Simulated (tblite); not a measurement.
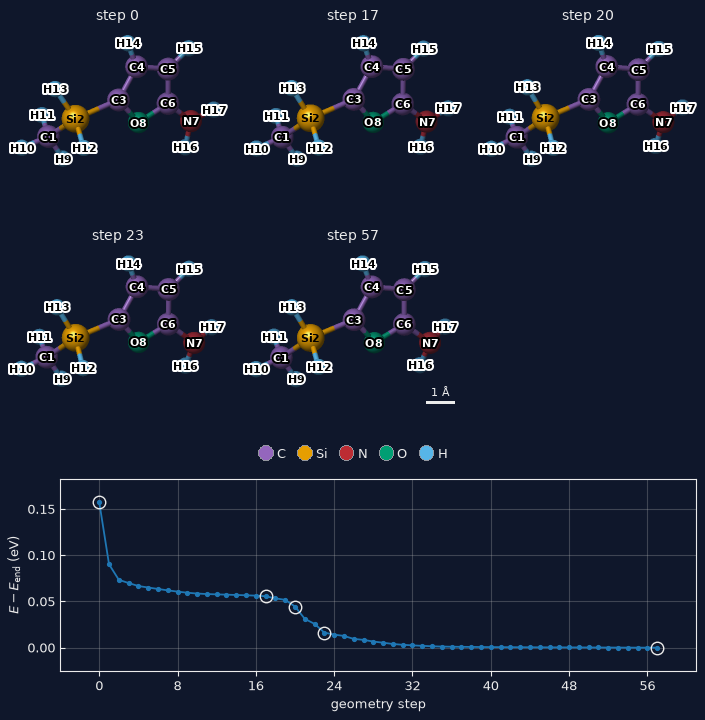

Frames of a relaxation of C₅H₉NOSi, marked on the history of the run. A ball-and-stick model, seen from a free direction.

All numbers below come from GFN2-xTB geometry optimisation, gas phase in tblite 0.8.0. 

Describe the path.

Answer. The energy falls by 0.158 eV in 57 geometry steps. The largest move after the best rigid fit is that of N7, 0.21 Å. By element the largest moves are N 0.21 Å, H 0.20 Å, C 0.08 Å, O 0.04 Å, Si 0.04 Å. Among the contacts that change: C1–Si2 1.854 → 1.900 Å, C6–N7 1.337 → 1.381 Å, C1–H10 1.108 → 1.086 Å, C3–C4 1.386 → 1.366 Å. Bond angles that change, for instance: C6–N7–H17 123.5° → 114.4°, C6–N7–H16 120.0° → 113.5°, C1–Si2–C3 105.4° → 109.1°. From step 0 to 17: H13 moves most (0.07 Å), energy −0.102 eV. From step 17 to 20: N7 moves most (0.09 Å), energy −0.011 eV. From step 20 to 23: N7 moves most (0.06 Å), energy −0.028 eV. From step 23 to 57: H17 moves most (0.09 Å), energy −0.016 eV.

| step | E − E(0), eV |
| --- | --- |
| 0 | 0.0000 |
| 1 | -0.0673 |
| 2 | -0.0842 |
| 3 | -0.0877 |
| 4 | -0.0909 |
| 5 | -0.0925 |
| 6 | -0.0941 |
| 7 | -0.0956 |
| 8 | -0.0969 |
| 9 | -0.0982 |
| 10 | -0.0990 |
| 12 | -0.0999 |
| 15 | -0.1009 |
| 17 | -0.1020 |
| 20 | -0.1131 |
| 22 | -0.1319 |
| 25 | -0.1449 |
| 27 | -0.1492 |
| 30 | -0.1536 |
| 32 | -0.1551 |
| 35 | -0.1564 |
| 37 | -0.1567 |
| 40 | -0.1570 |
| 42 | -0.1571 |
| 45 | -0.1572 |
| 47 | -0.1573 |
| 50 | -0.1574 |
| 52 | -0.1575 |
| 55 | -0.1576 |
| 57 | -0.1576 |
